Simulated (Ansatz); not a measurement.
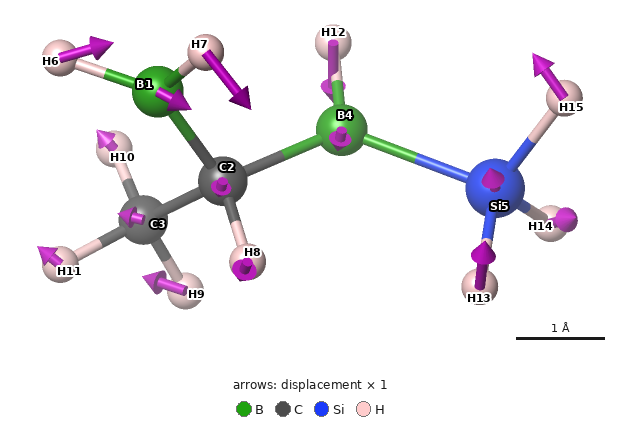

A relaxation of C$_{2}$H$_{10}$B$_{2}$Si. The starting structure is drawn; purple arrows show the displacements, at their true length. The two geometries are superimposed by the best rigid fit.

The picture is a ball-and-stick view, seen from a free direction.

The run prepares the start of a later molecular dynamics calculation, from a guessed geometry.

All numbers below come from RKS PBE0-D4/STO-3G in Ansatz. Settings: no spin polarisation; force threshold 0.02 eV/Å; at most 40 steps.

Question: Which element moves most?

Answer: Hydrogen: up to 0.88 Å, against 0.45 Å for boron.

Question: Describe the change and its energy.

Answer: Over 15 accepted moves (17 points after the start) the energy falls by 0.509 eV. The largest force component goes from 2.7 to 0.0092 eV/Å. The line search rejected the trial steps at points 8, 12 of the run. The largest move after the best rigid fit is that of H12, 0.88 Å. Largest moves by element: H 0.88 Å, B 0.45 Å, Si 0.35 Å, C 0.32 Å. Near-neighbour distances that change, for instance: B1–H7 1.228 → 1.174 Å, B4–Si5 1.912 → 1.961 Å, C2–H8 1.156 → 1.108 Å, B4–H12 1.223 → 1.175 Å. Bond angles that change, for instance: B1–C2–B4 112.3° → 104.0°, B4–Si5–H13 107.2° → 113.3°, B1–C2–C3 109.5° → 115.1°. Groups turn about C2–B4 by about 40°. The run took 72 s on 1 thread of Arm Neoverse N1, with other jobs on the host, peak memory 0.12 GiB.

Limits of the set-up: STO-3G is a minimal basis, so the numbers are rough.
